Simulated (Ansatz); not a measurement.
# SiNH4 (SMILES [NH][SiH3]) at UCCSDT/STO-3G

What is the vertical doublet–quartet gap of SiNH4 at UCCSDT/STO-3G? 

Program for the calculation: Ansatz 0.2.0.

46 further runs of the same task are left out: 46 set aside as unsound or not needed.

**1. The structure to begin with**

SiNH4: 6 atoms, total charge 0, spin state doublet. As SMILES, `[NH][SiH3]`. The coordinates come from a PBE0-D4/def2-TZVP relaxation.

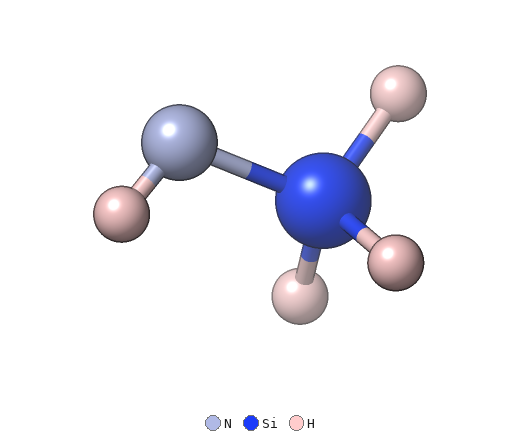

The structure, seen from a chosen angle (nitrogen light blue, silicon blue, hydrogen pink).

**2. A single-point energy at UCCSDT/STO-3G**

The input, input.yaml:

```yaml
crystal:
  periodic: [false, false, false]
  atoms:
    - {symbol: "N", position_ang: [0.592100, -0.835200, 0.909500]}
    - {symbol: Si, position_ang: [-0.203700, 0.347600, -0.110000]}
    - {symbol: H, position_ang: [0.922800, -1.640700, 0.372700]}
    - {symbol: H, position_ang: [-1.310600, -0.282300, -0.885500]}
    - {symbol: H, position_ang: [0.789500, 0.911800, -1.068900]}
    - {symbol: H, position_ang: [-0.748100, 1.434800, 0.736200]}
basis:
  gaussian:
    orbitals: STO-3G
magnetization:
  spin_polarized: true
  initial_magnetization: 1
correlation:
  method: ccsdt
  frozen_orbitals: {H: 0, "N": 1, Si: 5}
accuracy: high
scf:
  omitted_lower_state_checks: [cluster_reference, increment]
```

Started as:

```bash
ansatz run input.yaml --threads 1 --pin off --max-ram 2610MiB --events-out events.jsonl --progress --plain --runs-dir runs
```

Standard output, cut to the lines that bear on the results:

```text
Warning: RAYON_NUM_THREADS=1 ignored (pool sized by the plan → 1); use --threads N
Functional definition: HF
  name "HF"
[...]
314 factors; integrals over basis functions are off by at most 1.1e-8 eV
[...]
mean field -9296.11885246 eV, -341.6260666921 hartree, gradient 6.8e-8 eV, S^2 0.758828; 0 other end points of the search recorded, 0 dependent functions left out
6 core orbitals not correlated: weight in the atoms' cores, before any rotation towards them, 1.000 or more for the frozen orbitals, at most 0.000 for the correlated occupied ones
reference -9296.11885246 eV, -341.6260666921 hartree; 7, 6 occupied and 5, 6 virtual orbitals, 314 factors
second order -1.86492062 eV of doubles, -0.00000000 eV of singles
cycle   1  -2.39752648 eV  change   -5.3e-1 eV  update   6.2e-2
[...]
cycle  27  -2.74228475 eV  change  -8.5e-10 eV  update   1.3e-9
Total energy: -9298.86113720 eV, -341.7268437978 hartree
Checks for a lower state left out: cluster_reference, increment
```

It took 0.83 s on 1 thread of Arm Neoverse V1, shared host.

**3. The quartet**

The input, job.yaml:

```yaml
basis:
  gaussian:
    orbitals: STO-3G
crystal:
  periodic: [false, false, false]
  atoms:
    - symbol: N
      position_ang: [0.592100, -0.835200, 0.909500]
    - symbol: Si
      position_ang: [-0.203700, 0.347600, -0.110000]
    - symbol: H
      position_ang: [0.922800, -1.640700, 0.372700]
    - symbol: H
      position_ang: [-1.310600, -0.282300, -0.885500]
    - symbol: H
      position_ang: [0.789500, 0.911800, -1.068900]
    - symbol: H
      position_ang: [-0.748100, 1.434800, 0.736200]
magnetization:
  spin_polarized: true
  initial_magnetization: 3
correlation:
  method: ccsdt
  frozen_orbitals: {H: 0, "N": 1, Si: 5}
accuracy: high
scf:
  omitted_lower_state_checks: [cluster_reference, increment]
```

Started as:

```bash
ansatz run job.yaml --threads 1 --pin off --max-ram 2610MiB --events-out events.jsonl --progress --plain --runs-dir runs
```

Standard output, cut to the lines that bear on the results:

```text
Warning: RAYON_NUM_THREADS=1 ignored (pool sized by the plan → 1); use --threads N
Functional definition: HF
  name "HF"
[...]
314 factors; integrals over basis functions are off by at most 1.1e-8 eV
[...]
mean field -9286.73745890 eV, -341.2813068377 hartree, gradient 2.8e-8 eV, S^2 3.757469; 2 other end points of the search recorded, 0 dependent functions left out
6 core orbitals not correlated: weight in the atoms' cores, before any rotation towards them, 1.000 or more for the frozen orbitals, at most 0.000 for the correlated occupied ones
reference -9286.73745890 eV, -341.2813068377 hartree; 8, 5 occupied and 4, 7 virtual orbitals, 314 factors
second order -1.49597391 eV of doubles, -0.00000000 eV of singles
cycle   1  -1.99197201 eV  change   -5.0e-1 eV  update   6.2e-2
[...]
cycle  41  -2.37217571 eV  change   -1.1e-9 eV  update   1.1e-9
Total energy: -9289.10963461 eV, -341.3684826873 hartree
Checks for a lower state left out: cluster_reference, increment
```

It took 0.99 s on 1 thread of Arm Neoverse V1, shared host.

**4. Outcome**

Level: UCCSDT/STO-3G, 6 core orbitals frozen.

| quantity | value |
| --- | --- |
| doublet: total energy | -341.72684 Eh |
| doublet: correlation energy (6 core orbitals frozen) | -100.8 mEh |
| doublet: ⟨S²⟩ of the reference determinant | 0.759 |
| doublet: T1 diagnostic | 0.008 |
| quartet: total energy | -341.36848 Eh |
| quartet: correlation energy (6 core orbitals frozen) | -87.2 mEh |
| quartet: ⟨S²⟩ of the reference determinant | 3.757 |
| quartet: T1 diagnostic | 0.015 |
| vertical energy of the quartet above the doublet | 9.752 eV |

What this shows: At this shape the quartet lies 9.75 eV (225 kcal/mol) above the doublet. In a minimal basis such a difference can be off by several eV, whatever the method.
